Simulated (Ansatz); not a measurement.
**GeN2H4F2 (SMILES [NH2][Ge]([NH2])([F])[F]): B3LYP/6-31G(d) (spherical functions)**

What is the vertical ionisation energy of GeN2H4F2 at B3LYP/6-31G* (spherical functions)? 

Program for the calculation: Ansatz 0.2.0.

47 further runs of the same task are left out: 47 set aside as unsound or not needed. Runs told in other sessions of the task aren't counted.

## Step 1: The molecule

GeN2H4F2 has 9 atoms, charge 0, and is taken as a singlet. SMILES: `[NH2][Ge]([NH2])([F])[F]`. Geometry: relaxed at PBE0-D4/def2-TZVP. This is one conformer, not always the lowest.

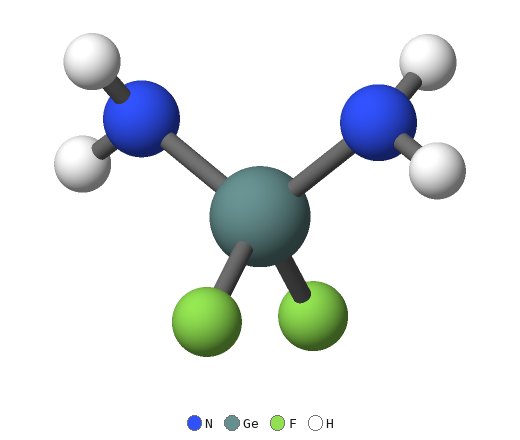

The structure, seen from a chosen angle (nitrogen blue, germanium teal, fluorine green, hydrogen white).

## Step 2: The energy at B3LYP/6-31G(d) (spherical functions)

File molecule.yaml:

```yaml
crystal:
  periodic: [false, false, false]
  atoms:
    - {symbol: N, position_ang: [-0.357200, 1.470600, -0.432900]}
    - {symbol: Ge, position_ang: [0.131100, -0.254300, -0.371100]}
    - {symbol: "N", position_ang: [0.088800, -0.889600, 1.305800]}
    - {symbol: F, position_ang: [-0.830100, -1.356500, -1.291000]}
    - {symbol: F, position_ang: [1.658800, -0.315400, -1.175700]}
    - {symbol: H, position_ang: [-1.289100, 1.676100, -0.105200]}
    - {symbol: H, position_ang: [-0.173100, 1.942600, -1.305600]}
    - {symbol: H, position_ang: [0.163500, -1.892200, 1.392000]}
    - {symbol: H, position_ang: [0.695700, -0.427900, 1.966600]}
basis:
  gaussian: {orbitals: 6-31G_st_-spherical.json}
hamiltonian: {xc: {name: B3LYP}}
accuracy: high
output: {orbitals: {seedname: orbitals}}
```

The basis set 6-31G* is read from a file made from the Basis Set Exchange's data (not shown).

Started as:

```sh
$ ansatz run molecule.yaml --threads 1 --pin off --max-ram 2610MiB --events-out events.jsonl --progress --plain --runs-dir runs
```

The log of the run:

```text
Warning: RAYON_NUM_THREADS=1 ignored (pool sized by the plan → 1); use --threads N
Functional definition: B3LYP
  name "B3LYP"
  parameter a0 = 0.2
  parameter ax = 0.72
  parameter ac = 0.81
  exchange = (1 - a0 - ax)*slater_x + ax*b88_x + a0*exact_x
  correlation = (1 - ac)*vwn_rpa_c + ac*lyp_c
2159 factors; integrals over basis functions are off by at most 4.3e-9 eV
mean field evaluation 1: about -64980.4129 eV, gradient 8.3e1 eV
mean field evaluation 2: about -64965.4622 eV, gradient 1.2e2 eV
mean field evaluation 4: about -64992.7408 eV, gradient 4.9e0 eV
mean field evaluation 8: about -64992.9434 eV, gradient 4.1e-1 eV
mean field evaluation 16: about -64992.9437 eV, gradient 7.0e-5 eV
mean field -64992.94368872 eV, -2388.4466267611 hartree, gradient 3.5e-8 eV, S^2 0.000000; 0 other end points of the search recorded, 0 dependent functions left out
reference -64992.94373004 eV, -2388.4466282794 hartree; 34, 34 occupied and 62, 62 virtual orbitals, 2159 factors
Total energy: -64992.94373004 eV, -2388.4466282794 hartree
```

Wall time 12 s (1 thread of Arm Neoverse V1, shared host); peak memory 0.38 GiB.

## Step 3: The doublet cation, same level

File input.yaml:

```yaml
crystal:
  periodic: [false, false, false]
  atoms:
    - {symbol: N, position_ang: [-0.357200, 1.470600, -0.432900]}
    - {symbol: Ge, position_ang: [0.131100, -0.254300, -0.371100]}
    - {symbol: N, position_ang: [0.088800, -0.889600, 1.305800]}
    - {symbol: F, position_ang: [-0.830100, -1.356500, -1.291000]}
    - {symbol: F, position_ang: [1.658800, -0.315400, -1.175700]}
    - {symbol: H, position_ang: [-1.289100, 1.676100, -0.105200]}
    - {symbol: H, position_ang: [-0.173100, 1.942600, -1.305600]}
    - {symbol: H, position_ang: [0.163500, -1.892200, 1.392000]}
    - {symbol: H, position_ang: [0.695700, -0.427900, 1.966600]}
basis:
  gaussian:
    orbitals: 6-31G_st_-spherical.json
total_charge: 1
magnetization:
  spin_polarized: true
  initial_magnetization: 1
hamiltonian:
  xc: {name: B3LYP}
accuracy: high
output:
  orbitals: {seedname: orbitals}
```

The basis set 6-31G* is read from a file made from the Basis Set Exchange's data (not shown).

Started as:

```sh
$ ansatz run input.yaml --threads 1 --pin off --max-ram 2610MiB --events-out events.jsonl --progress --plain --runs-dir runs
```

The log of the run:

```text
Warning: RAYON_NUM_THREADS=1 ignored (pool sized by the plan → 1); use --threads N
Functional definition: B3LYP
  name "B3LYP"
  parameter a0 = 0.2
  parameter ax = 0.72
  parameter ac = 0.81
  exchange = (1 - a0 - ax)*slater_x + ax*b88_x + a0*exact_x
  correlation = (1 - ac)*vwn_rpa_c + ac*lyp_c
2159 factors; integrals over basis functions are off by at most 4.2e-9 eV
mean field evaluation 1: about -64967.3408 eV, gradient 6.7e1 eV
mean field evaluation 2: about -64946.8241 eV, gradient 1.1e2 eV
mean field evaluation 4: about -64982.4032 eV, gradient 6.5e0 eV
mean field evaluation 8: about -64982.7652 eV, gradient 5.0e-1 eV
mean field evaluation 16: about -64982.7665 eV, gradient 1.9e-3 eV
mean field -64982.76652740 eV, -2388.0726229810 hartree, gradient 3.6e-8 eV, S^2 0.759194; 0 other end points of the search recorded, 0 dependent functions left out
reference -64982.76656830 eV, -2388.0726244838 hartree; 34, 33 occupied and 62, 63 virtual orbitals, 2159 factors
Total energy: -64982.76656830 eV, -2388.0726244838 hartree
```

Wall time 23 s (1 thread of Arm Neoverse V1, shared host); peak memory 0.57 GiB.

## Step 4: What came out

Level: B3LYP/6-31G* (spherical functions).

| quantity | value |
| --- | --- |
| singlet GeN2H4F2: total energy | -2388.44663 Eh |
| singlet GeN2H4F2: HOMO energy | -7.64 eV |
| singlet GeN2H4F2: LUMO energy | 0.08 eV |
| singlet GeN2H4F2: HOMO–LUMO gap | 7.73 eV |
| doublet cation: total energy | -2388.07262 Eh |
| doublet cation: HOMO energy (highest over α and β) | -13.88 eV |
| doublet cation: LUMO energy (lowest over α and β) | -12.71 eV |
| doublet cation: ⟨S²⟩ | 0.759 |
| vertical ionisation energy (to the doublet cation) | 10.177 eV |

The vertical ionisation energy comes to 10.18 eV (235 kcal/mol). The negative HOMO energy of the first species, 7.64 eV, lies 2.53 eV below that difference.
